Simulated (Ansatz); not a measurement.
# CH5GaO: molecular dynamics

Aim: follow the molecule's vibrations and see whether its bonds hold. The start is relaxed first. Runs: 300 steps of 0.5 fs under a Nosé-Hoover thermostat at 1000 K.

Method: RKS PBE0-D4/def2-SVP, in Ansatz 0.2.0.

## Step 1: The structure to begin with

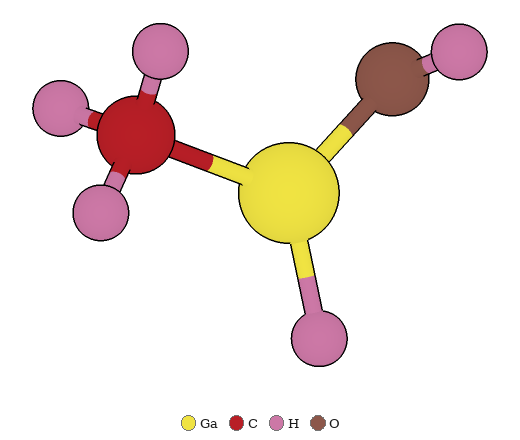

Start, viewed from a chosen angle; gallium yellow, carbon red, hydrogen pink, oxygen brown.

Structure file:

```xyz
8

Ga    0.0000    0.0000    0.0000
C     0.0000    0.0000    1.9800
H    -0.9996   -0.3092    2.3505
H     0.7676   -0.7111    2.3505
H     0.2320    1.0203    2.3505
O     1.5501    0.0000   -0.8950
H     1.8500   -0.9519   -1.0499
H    -1.3596    0.0000   -0.7850
```

## Step 2: Relaxing the start

File input.yaml:

```yaml
crystal:
  periodic: [false, false, false]
  atoms:
    - { symbol: Ga, position_ang: [0.0, 0.0, 0.0] }
    - { symbol: C, position_ang: [0.0, 0.0, 1.98] }
    - { symbol: H, position_ang: [-0.9996, -0.3092, 2.3505] }
    - { symbol: H, position_ang: [0.7676, -0.7111, 2.3505] }
    - { symbol: H, position_ang: [0.232, 1.0203, 2.3505] }
    - { symbol: O, position_ang: [1.5501, 0.0, -0.895] }
    - { symbol: H, position_ang: [1.85, -0.9519, -1.0499] }
    - { symbol: H, position_ang: [-1.3596, 0.0, -0.785] }
basis:
  gaussian: { orbitals: def2-SVP }
hamiltonian:
  xc: pbe0
  dispersion: d4
relax:
  f_tol: 0.02
  max_steps: 40
output:
  orbitals: {}
```

Launch:

```sh
> ansatz run input.yaml --threads 1 --pin off --max-ram 2048MiB --backend cpu --events-out ev --progress --plain --runs-dir out
```

Output, shortened:

```text
Warning: RAYON_NUM_THREADS=1 ignored (pool sized by the plan → 1); use --threads N
[...]
Functional definition: PBE0
[...]
914 factors; integrals over basis functions are off by at most 3.5e-4 eV
[...]
mean field -55524.31355152 eV, -2040.4808872867 hartree, gradient 4.4e-5 eV, S^2 0.000000; 0 other end points of the search recorded, 0 dependent functions left out
[...]
reference -55524.31357973 eV, -2040.4808883236 hartree; 25, 25 occupied and 60, 60 virtual orbitals, 914 factors
relax step   1: F+E_penalty+E_count = -55524.40969845 eV  Δ(F+E_penalty+E_count) = +0.000e0 eV  max|allowed force component| = 2.129e0 eV/Å  Δτ_max = 0.0000 Å  (24 SCF iters, accepted)
[...]
relax step   3: F+E_penalty+E_count = -55524.51449285 eV  Δ(F+E_penalty+E_count) = -1.805e-2 eV  max|allowed force component| = 2.776e-1 eV/Å  Δτ_max = 0.0403 Å  (25 SCF iters, accepted)
[...]
relax step   5: F+E_penalty+E_count = -55524.53104132 eV  Δ(F+E_penalty+E_count) = -9.732e-3 eV  max|allowed force component| = 2.243e-1 eV/Å  Δτ_max = 0.0570 Å  (29 SCF iters, accepted)
[...]
relax step   7: F+E_penalty+E_count = -55524.70278400 eV  Δ(F+E_penalty+E_count) = -9.545e-2 eV  max|allowed force component| = 4.412e-1 eV/Å  Δτ_max = 0.2000 Å  (28 SCF iters, accepted)
[...]
relax step   9: F+E_penalty+E_count = -55524.74328202 eV  Δ(F+E_penalty+E_count) = -2.074e-3 eV  max|allowed force component| = 8.097e-2 eV/Å  Δτ_max = 0.0509 Å  (24 SCF iters, accepted)
[...]
relax step  10: F+E_penalty+E_count = -55524.74467200 eV  Δ(F+E_penalty+E_count) = -1.390e-3 eV  max|allowed force component| = 3.481e-2 eV/Å  Δτ_max = 0.0288 Å  (24 SCF iters, accepted)
[...]
relax step  11: F+E_penalty+E_count = -55524.74491786 eV  Δ(F+E_penalty+E_count) = -2.459e-4 eV  max|allowed force component| = 2.156e-2 eV/Å  Δτ_max = 0.0217 Å  (25 SCF iters, accepted)
[...]
914 factors; integrals over basis functions are off by at most 3.8e-4 eV
mean field -55524.64853467 eV, -2040.4931976908 hartree, gradient 7.6e-5 eV, S^2 0.000000; 0 other end points of the search recorded, 0 dependent functions left out
[...]
reference -55524.64856233 eV, -2040.4931987072 hartree; 25, 25 occupied and 60, 60 virtual orbitals, 914 factors
```

## Step 3: The log goes on: start relaxed

The log, continued, shortened:

```text
relax step  12: F+E_penalty+E_count = -55524.74508776 eV  Δ(F+E_penalty+E_count) = -1.699e-4 eV  max|allowed force component| = 3.573e-2 eV/Å  Δτ_max = 0.0342 Å  (25 SCF iters, accepted)
[...]
relax step  14: F+E_penalty+E_count = -55524.74536539 eV  Δ(F+E_penalty+E_count) = -1.532e-4 eV  max|allowed force component| = 4.577e-2 eV/Å  Δτ_max = 0.0298 Å  (24 SCF iters, accepted)
[...]
relax step  16: F+E_penalty+E_count = -55524.74517829 eV  Δ(F+E_penalty+E_count) = +2.745e-4 eV  max|allowed force component| = 6.073e-2 eV/Å  Δτ_max = 0.0519 Å  (24 SCF iters, rejected (line search))
[...]
relax step  18: F+E_penalty+E_count = -55524.74493721 eV  Δ(F+E_penalty+E_count) = +6.207e-4 eV  max|allowed force component| = 6.662e-2 eV/Å  Δτ_max = 0.0717 Å  (25 SCF iters, rejected (line search))
[...]
reference -55524.64908643 eV, -2040.4932179675 hartree; 25, 25 occupied and 60, 60 virtual orbitals, 914 factors
Total energy: -55524.74559120 eV, -2040.4967644524 hartree
Atom 0 at    -0.126560     0.011001    -0.031496 Å, force     0.001827     0.011061    -0.018461 eV/Å
Atom 1 at     0.050506    -0.022455     1.922906 Å, force    -0.005371    -0.011148    -0.001364 eV/Å
Atom 2 at    -0.767286    -0.613740     2.364261 Å, force     0.001583    -0.001101     0.009291 eV/Å
Atom 3 at     1.008873    -0.451081     2.250295 Å, force     0.002651    -0.001224     0.002354 eV/Å
Atom 4 at    -0.030760     0.998512     2.328656 Å, force    -0.002097     0.005563    -0.004891 eV/Å
Atom 5 at     1.238107    -0.523112    -1.061250 Å, force     0.000063    -0.002628     0.006191 eV/Å
Atom 6 at     2.021951    -0.815180    -0.585851 Å, force     0.002750    -0.000586    -0.000594 eV/Å
Atom 7 at    -1.354331     0.464156    -0.885920 Å, force    -0.001406     0.000063     0.007473 eV/Å
Dipole moment:     0.072025    -0.020365     0.456715 e Å
```

Wall time 68 s (1 thread of Arm Neoverse V1, shared host); peak memory 0.17 GiB.

Step by step:

```csv
step,energy from step 1 (eV),largest force component (eV/Å)
1,0.0000,2.1294
2,-0.0867,0.8588
3,-0.1048,0.2776
4,-0.1116,0.2312
5,-0.1213,0.2243
6,-0.1976,0.5997
7,-0.2931,0.4412
8,-0.3315,0.0782
9,-0.3336,0.0810
10,-0.3350,0.0348
11,-0.3352,0.0216
12,-0.3354,0.0357
13,-0.3355,0.0371
14,-0.3357,0.0458
15,-0.3358,0.0417
16x,-0.3355,0.0607
17,-0.3359,0.0246
18x,-0.3352,0.0666
19x,-0.3354,0.0989
20,-0.3359,0.0185
```

Step 1 is the start. 3 steps were tried and not accepted (marked x).

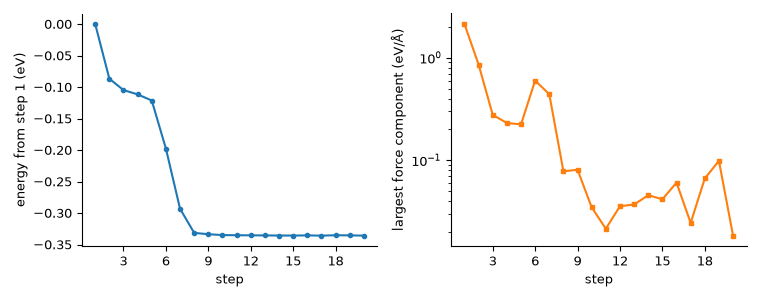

How energy and force went from step to step.

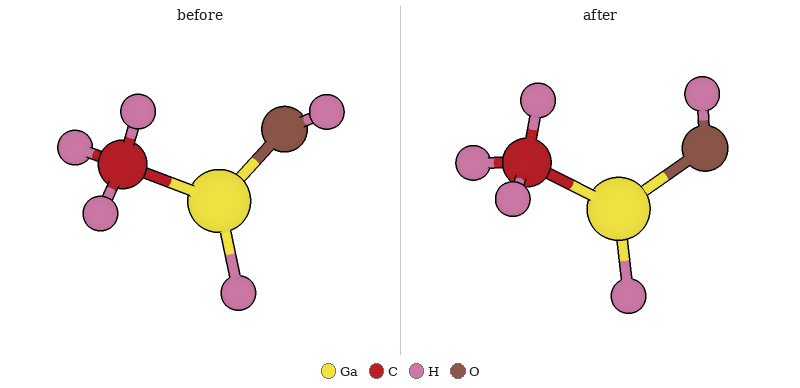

The structure before (left) and after (right), drawn at the same scale.

After: Bond lengths: Ga1–C2 1.963 Å, C2–H3 1.101 Å, C2–H4 1.100 Å, C2–H5 1.102 Å, Ga1–O6 1.791 Å, O6–H7 0.962 Å, Ga1–H8 1.563 Å. Angles: Ga1–C2–H3 109.9°, Ga1–C2–H4 112.4°, Ga1–C2–H5 110.1°, H3–C2–H4 108.6°, H3–C2–H5 107.2°, H4–C2–H5 108.4°, C2–Ga1–O6 119.9°, C2–Ga1–H8 128.3°, O6–Ga1–H8 111.8°, Ga1–O6–H7 115.3°.

## Step 4: Dynamics

300 steps of 0.5 fs under a Nosé-Hoover thermostat at 1000 K, from the relaxed start.

File input.yaml:

```yaml
crystal:
  periodic: [false, false, false]
  atoms:
    - { symbol: Ga, position_ang: [-0.12656, 0.011001, -0.031496] }
    - { symbol: C, position_ang: [0.050506, -0.022455, 1.922906] }
    - { symbol: H, position_ang: [-0.767286, -0.61374, 2.364261] }
    - { symbol: H, position_ang: [1.008873, -0.451081, 2.250295] }
    - { symbol: H, position_ang: [-0.03076, 0.998512, 2.328656] }
    - { symbol: O, position_ang: [1.238107, -0.523112, -1.06125] }
    - { symbol: H, position_ang: [2.021951, -0.81518, -0.585851] }
    - { symbol: H, position_ang: [-1.354331, 0.464156, -0.88592] }
basis:
  gaussian: { orbitals: def2-SVP }
hamiltonian:
  xc: pbe0
  dispersion: d4
md:
  timestep: 0.5
  n_steps: 300
  ensemble: nvt_nose_hoover
  temperature: 1000.0
  initial_velocities: maxwell_boltzmann
  seed: 875059
  nose_hoover: { tau: 50.0, chain_length: 3 }
```

Launch:

```sh
> ansatz run input.yaml --threads 1 --pin off --max-ram 2048MiB --backend cpu --events-out ev --progress --plain --runs-dir out
```

Output, shortened:

```text
Warning: RAYON_NUM_THREADS=1 ignored (pool sized by the plan → 1); use --threads N
[...]
[... 1 set-up line as earlier in the session ...]
[...]
915 factors; integrals over basis functions are off by at most 4.8e-4 eV
[...]
mean field -55524.64905237 eV, -2040.4932167158 hartree, gradient 5.3e-5 eV, S^2 0.000000; 0 other end points of the search recorded, 0 dependent functions left out
[...]
reference -55524.64907973 eV, -2040.4932177211 hartree; 25, 25 occupied and 60, 60 virtual orbitals, 915 factors
md step     0: t =     0.00 fs  T =  1000.0 K  F+E_penalty+E_count = -55524.74555714 eV  E_kin = 0.775560 eV  conserved = -55523.96999715 eV  (24 SCF iters)
[...]
md step    17: t =     8.50 fs  T =   387.6 K  F+E_penalty+E_count = -55524.26591753 eV  E_kin = 0.300600 eV  conserved = -55523.96789338 eV  (26 SCF iters, 3 dispersion substeps)
[...]
md step    34: t =    17.00 fs  T =   319.1 K  F+E_penalty+E_count = -55524.20309316 eV  E_kin = 0.247516 eV  conserved = -55523.96906341 eV  (27 SCF iters, 3 dispersion substeps)
[...]
md step    51: t =    25.50 fs  T =   623.1 K  F+E_penalty+E_count = -55524.40826155 eV  E_kin = 0.483255 eV  conserved = -55523.96864080 eV  (26 SCF iters, 3 dispersion substeps)
[...]
md step    68: t =    34.00 fs  T =   623.0 K  F+E_penalty+E_count = -55524.36454654 eV  E_kin = 0.483177 eV  conserved = -55523.96915843 eV  (26 SCF iters, 3 dispersion substeps)
md step    69: t =    34.50 fs  T =   621.8 K  F+E_penalty+E_count = -55524.35993934 eV  E_kin = 0.482214 eV  conserved = -55523.96900499 eV  (27 SCF iters, 3 dispersion substeps)
md step    70: t =    35.00 fs  T =   612.9 K  F+E_penalty+E_count = -55524.34938735 eV  E_kin = 0.475370 eV  conserved = -55523.96880521 eV  (26 SCF iters, 3 dispersion substeps)
```

## Step 5: More of the same log: dynamics from the start

The log, continued, shortened:

```text
md step    71: t =    35.50 fs  T =   600.4 K  F+E_penalty+E_count = -55524.33596904 eV  E_kin = 0.465645 eV  conserved = -55523.96860318 eV  (26 SCF iters, 3 dispersion substeps)
[...]
md step    93: t =    46.50 fs  T =   607.7 K  F+E_penalty+E_count = -55524.26511541 eV  E_kin = 0.471309 eV  conserved = -55523.96856754 eV  (25 SCF iters, 3 dispersion substeps)
[...]
md step   115: t =    57.50 fs  T =   786.1 K  F+E_penalty+E_count = -55524.29504323 eV  E_kin = 0.609641 eV  conserved = -55523.96842547 eV  (25 SCF iters, 3 dispersion substeps)
[...]
md step   137: t =    68.50 fs  T =   724.9 K  F+E_penalty+E_count = -55524.13523979 eV  E_kin = 0.562228 eV  conserved = -55523.96836754 eV  (30 SCF iters, 3 dispersion substeps)
[...]
md step   159: t =    79.50 fs  T =   491.5 K  F+E_penalty+E_count = -55523.88526984 eV  E_kin = 0.381150 eV  conserved = -55523.96780724 eV  (31 SCF iters, 3 dispersion substeps)
md step   160: t =    80.00 fs  T =   534.6 K  F+E_penalty+E_count = -55523.91613124 eV  E_kin = 0.414580 eV  conserved = -55523.96770758 eV  (31 SCF iters, 3 dispersion substeps)
md step   161: t =    80.50 fs  T =   578.9 K  F+E_penalty+E_count = -55523.94771850 eV  E_kin = 0.448935 eV  conserved = -55523.96759792 eV  (30 SCF iters, 3 dispersion substeps)
```

## Step 6: The output, continued: dynamics from the start

Output, continued, shortened:

```text
md step   162: t =    81.00 fs  T =   626.3 K  F+E_penalty+E_count = -55523.98159473 eV  E_kin = 0.485752 eV  conserved = -55523.96750855 eV  (26 SCF iters, 3 dispersion substeps)
[...]
md step   180: t =    90.00 fs  T =  1006.0 K  F+E_penalty+E_count = -55524.21197657 eV  E_kin = 0.780237 eV  conserved = -55523.96825526 eV  (25 SCF iters, 3 dispersion substeps)
[...]
md step   198: t =    99.00 fs  T =   984.8 K  F+E_penalty+E_count = -55524.13712553 eV  E_kin = 0.763738 eV  conserved = -55523.96664474 eV  (25 SCF iters, 3 dispersion substeps)
[...]
md step   216: t =   108.00 fs  T =   930.9 K  F+E_penalty+E_count = -55524.06709303 eV  E_kin = 0.721966 eV  conserved = -55523.96776695 eV  (25 SCF iters, 3 dispersion substeps)
[...]
Total energy: -55524.06115041 eV, -2040.4716117171 hartree
Atom 0 at    -0.068020    -0.024833    -0.025696 Å, force    -1.126719    -0.753338     1.727184 eV/Å
Atom 1 at    -0.166617     0.003200     2.059670 Å, force     1.926343     0.086391    -1.717287 eV/Å
Atom 2 at    -1.158416     0.358821     2.259356 Å, force    -0.696743     0.435251     0.421620 eV/Å
Atom 3 at     0.207869    -0.693948     2.805050 Å, force    -0.409245    -1.227131    -0.185367 eV/Å
Atom 4 at     0.626016     0.733529     2.252427 Å, force    -0.271727     1.165285     0.060900 eV/Å
Atom 5 at     1.201244    -0.382870    -1.208768 Å, force     0.189400    -0.086784    -0.045667 eV/Å
Atom 6 at     1.816725    -1.047925    -0.894035 Å, force     0.388460     0.016148     0.021588 eV/Å
Atom 7 at    -1.490690     0.179218    -0.640752 Å, force     0.000230     0.364178    -0.282970 eV/Å
Dipole moment:     0.188094    -0.085046     0.336594 e Å
```

Run time: 16 min. Hardware: 1 thread of Arm Neoverse V1, shared host; peak memory 0.17 GiB.

## Step 7: The trajectory

One step in 16; energies are changes from step 0:

| time (fs) | T (K) | potential energy change (meV/atom) | conserved energy change (meV/atom) |
| --- | --- | --- | --- |
| 0.0 | 1000 | 0.0 | 0.00 |
| 8.0 | 396 | 59.0 | 0.25 |
| 16.0 | 310 | 68.5 | 0.17 |
| 24.0 | 658 | 37.8 | 0.13 |
| 32.0 | 524 | 55.7 | 0.15 |
| 40.0 | 485 | 66.2 | 0.18 |
| 48.0 | 644 | 58.3 | 0.21 |
| 56.0 | 699 | 62.6 | 0.18 |
| 64.0 | 728 | 71.3 | 0.22 |
| 72.0 | 782 | 74.4 | 0.20 |
| 80.0 | 535 | 103.7 | 0.29 |
| 88.0 | 847 | 80.7 | 0.47 |
| 96.0 | 1428 | 30.8 | 0.09 |
| 104.0 | 755 | 100.2 | 0.43 |
| 112.0 | 724 | 106.4 | 0.34 |
| 120.0 | 1224 | 62.0 | 0.35 |
| 128.0 | 736 | 111.8 | 0.23 |
| 136.0 | 333 | 153.7 | 0.48 |
| 144.0 | 1163 | 78.0 | 0.21 |
| 150.0 | 1137 | 85.6 | 0.23 |

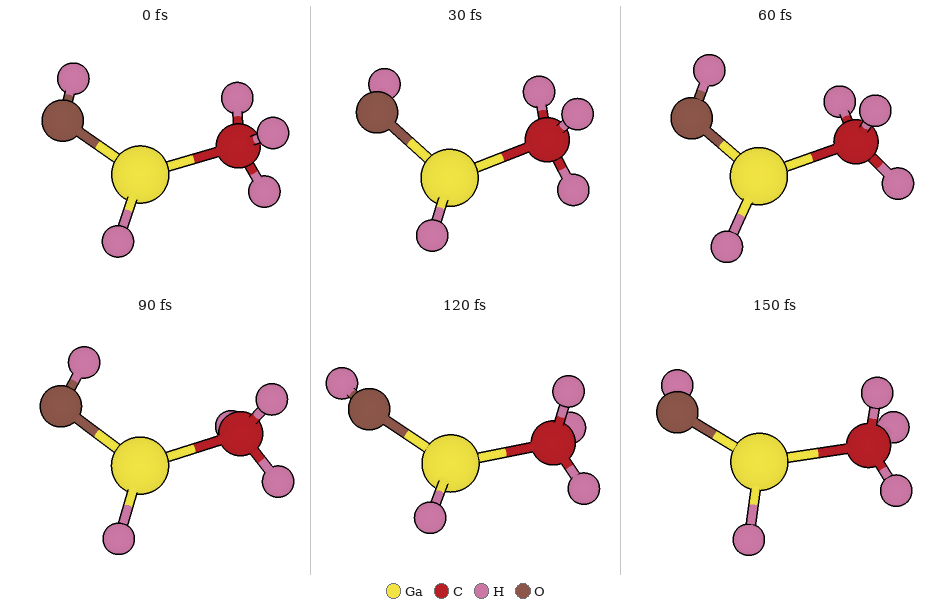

Six frames of the run, seen from a chosen angle. Sticks join atoms within a bonding distance in each frame.

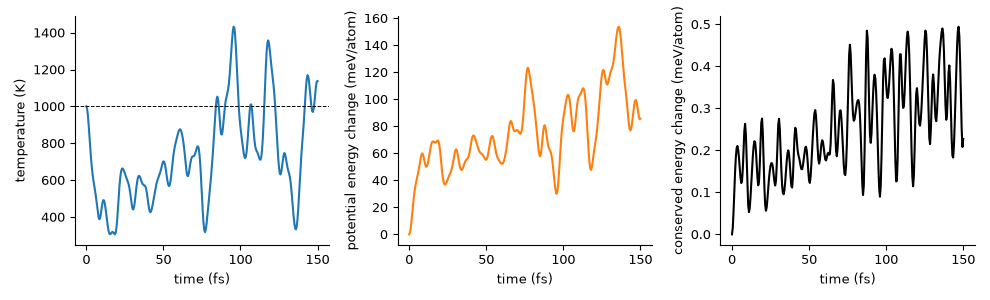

Time series of the run, each on its own scale. The dashed line is the set temperature.

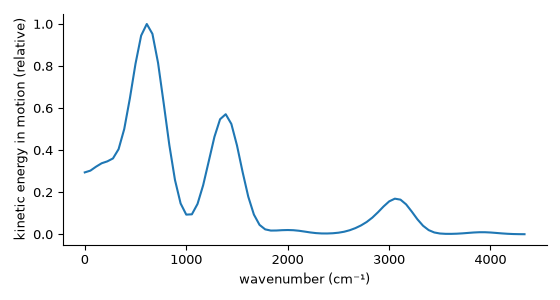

Power spectrum of the mass-weighted velocities; a run of 150 fs resolves no finer than about 440 cm⁻¹.

Maxima of the velocity power spectrum (cm⁻¹, relative height; resolution about 440 cm⁻¹): 610 (100), 1390 (57).

## Step 8: Frames from the trajectory

Positions (Å) and forces (eV/Å):

```xyz
8
time_fs=19.0 T=313 dE=0.5520
Ga   -0.158    0.011   -0.074   -0.197   -0.047    1.640
C     0.126   -0.041    2.029   -0.568   -2.443   -1.228
H    -0.487   -0.546    2.803   -0.860   -0.018   -0.818
H     1.047   -0.612    2.223    0.603    0.745   -0.324
H     0.117    0.961    2.343    0.666    1.952    0.544
O     1.294   -0.487   -0.972    0.499   -0.767    0.045
H     1.845   -1.152   -0.522   -0.178    0.562   -0.218
H    -1.237    0.548   -1.092    0.035    0.015    0.359
8
time_fs=37.5 T=572 dE=0.4452
Ga   -0.185    0.014   -0.044    1.616    0.261   -1.366
C     0.190   -0.035    1.822   -0.693   -0.984    1.486
H    -0.723   -0.547    2.248    0.581    0.528    0.113
H     1.040   -0.766    2.037   -0.618    1.382   -0.005
H     0.226    1.014    2.253    0.381   -1.196   -0.195
O     1.374   -0.517   -0.929   -1.119    0.003    0.277
H     1.996   -0.997   -0.354   -0.482    0.396   -0.204
H    -1.407    0.724   -0.760    0.335   -0.389   -0.106
8
time_fs=56.0 T=699 dE=0.5009
Ga   -0.154    0.024   -0.059   -2.591    0.107    0.517
C     0.140   -0.115    1.860    1.548    2.726   -0.858
H    -0.705   -0.407    2.450   -0.354   -0.282    0.845
H     1.103   -0.603    1.972   -0.049   -1.205    0.367
H     0.546    0.937    2.095   -1.200   -0.821    0.202
O     1.251   -0.518   -0.882    2.011   -0.289   -1.108
H     1.953   -0.494   -0.224    0.349   -0.321   -0.257
H    -1.413    0.288   -0.990    0.285    0.085    0.291
8
time_fs=75.0 T=517 dE=0.8235
Ga   -0.179    0.029   -0.077    2.510   -0.800    1.377
C     0.131   -0.066    2.073   -0.112    0.706   -2.133
H    -0.800   -0.319    2.558   -0.372   -0.228    0.457
H     0.914   -0.775    2.228    0.320   -1.881   -0.297
H     0.682    0.694    2.621   -0.536    1.466   -0.148
O     1.354   -0.542   -0.978   -2.327    0.537   -0.102
H     2.279   -0.560   -0.784    0.579    0.097    0.654
H    -1.346    0.134   -1.106   -0.063    0.103    0.194
8
time_fs=94.0 T=1292 dE=0.3395
Ga   -0.129    0.000   -0.028   -0.183   -0.071   -0.708
C     0.037   -0.020    1.905   -1.095   -2.126    1.448
H    -0.981   -0.034    2.430    0.873   -0.015   -0.936
H     0.511   -1.026    2.260   -0.259    1.872   -0.412
H     0.489    0.876    2.316    0.807    0.192    0.236
O     1.281   -0.479   -1.087   -0.423    0.342    1.296
H     1.923   -0.534   -0.360    0.483   -0.261   -0.651
H    -1.437    0.357   -0.769   -0.203    0.067   -0.273
8
time_fs=112.5 T=712 dE=0.8622
Ga   -0.087   -0.033   -0.004   -1.649   -0.274   -0.281
C    -0.064   -0.015    1.869   -1.803    0.739    1.050
H    -1.060    0.398    2.217    0.488   -0.855   -0.353
H     0.212   -0.873    2.529    0.732    1.142   -0.282
H     0.422    0.990    1.749    1.099   -0.600    1.431
O     1.187   -0.378   -1.093    2.178   -0.884   -1.556
H     2.010   -0.900   -1.069   -0.816    0.491    0.336
H    -1.293    0.608   -0.724   -0.230    0.242   -0.347
8
time_fs=131.0 T=652 dE=0.9696
Ga   -0.102   -0.057   -0.013    1.892    1.289    0.233
C    -0.124    0.120    2.102    1.544    0.070   -1.149
H    -1.127    0.218    2.432   -1.614    0.342    0.149
H     0.153   -0.873    2.413    0.512   -0.750    0.600
H     0.485    0.877    2.704   -0.357   -0.763   -1.291
O     1.305   -0.348   -1.263   -1.047   -0.881    1.308
H     1.761   -1.209   -1.335   -0.217    0.687    0.307
H    -1.047    0.768   -0.909   -0.714    0.006   -0.158
8
time_fs=150.0 T=1137 dE=0.6844
Ga   -0.068   -0.025   -0.026   -1.127   -0.753    1.727
C    -0.167    0.003    2.060    1.926    0.086   -1.717
H    -1.158    0.359    2.259   -0.697    0.435    0.422
H     0.208   -0.694    2.805   -0.409   -1.227   -0.185
H     0.626    0.734    2.252   -0.272    1.165    0.061
O     1.201   -0.383   -1.209    0.189   -0.087   -0.046
H     1.817   -1.048   -0.894    0.389    0.016    0.022
H    -1.491    0.179   -0.641    0.000    0.364   -0.283
```

## Step 9: What came out

```
                              quantity                           value
               relaxation of the start        16 moves, 0.336 eV lower
                                length             300 steps of 0.5 fs
      temperature, first and last step                 1000 and 1137 K
              temperature, second half  mean 866 K, from 317 to 1432 K
         potential energy, second half     +92 meV/atom from the start
largest change of the conserved energy                   0.49 meV/atom
                bonds formed or broken                               0
```

Against a set 1000 K the second half averages 866 K with a spread of 274 K; 92 meV/atom has gone into potential energy, and a thermostat that acts over some 50 fs has not made it up in 150 fs. The conserved energy strays from its start by at most 0.49 meV/atom, 0.7 % of the mean kinetic energy, so a step of 0.5 fs is short enough over this time. The bonding pattern survives the run. 150 fs on 8 atoms is far too short and small for converged averages. The nuclei move classically, without zero-point motion, which matters most for hydrogen.
